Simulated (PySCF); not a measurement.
SMILES c1ccsc1-c1c(cccc1)C(F)(F)F (C₁₁H₇F₃S), GFN2-xTB optimised geometry. Atoms within 1.6 Å of the plane z = 0.6 Å (x, y, z in Å): C2 (-0.53, -2.01, 1.72), F4 (-1.70, -2.39, 1.17), C5 (0.56, -1.84, 0.69), C6 (1.47, -2.88, 0.54), C7 (2.53, -2.77, -0.34), C9 (1.79, -0.57, -0.93), C10 (0.69, -0.67, -0.06), C11 (-0.25, 0.44, 0.00), C12 (-1.61, 0.44, 0.00), C13 (-2.17, 1.74, 0.01), C14 (-1.22, 2.71, 0.02), S15 (0.37, 2.07, 0.00), H16 (1.35, -3.78, 1.13), H17 (3.22, -3.58, -0.45), H20 (-2.21, -0.45, -0.04), H21 (-3.22, 1.93, 0.02), H22 (-1.36, 3.78, 0.04).

Calculation: CAM-B3LYP/def2-SVP in PySCF. Cells within 0.4 Å of a nucleus heavier than hydrogen are left out (blank, or x).

Map of the electron localisation function on the plane z = 0.6 Å:

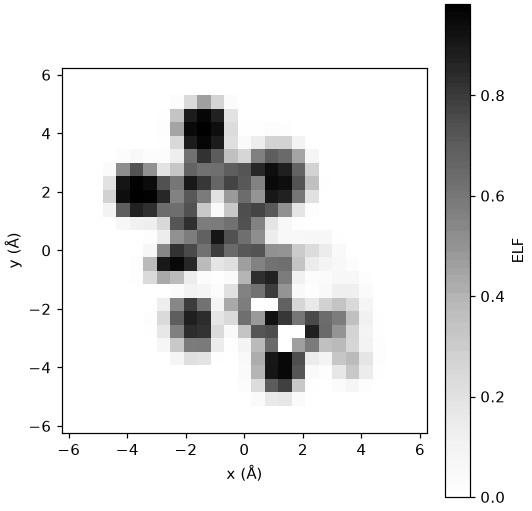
Figure: Electron localisation function on the plane z = 0.6 Å.
